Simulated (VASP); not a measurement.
Band structure of B6P (space group R-3m). Computed with r2SCAN meta-GGA, VASP's PBE PAW potentials (set 64) (plane waves; VASP).

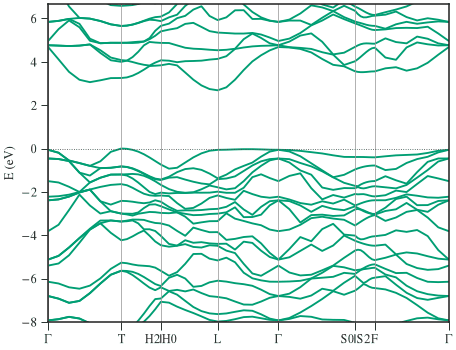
Fig. 1. Bands along high-symmetry lines, zero at the valence-band maximum or, without a gap, the Fermi level

Problem. Read the plot: is there a gap, and where are the band edges?

Solution. The gap is indirect, 2.69 eV, from the valence maximum at T to the conduction minimum at L.

The structure comes from a computed database's B6P entry (R-3m); how it stands against other phases isn't given here. It was relaxed first.
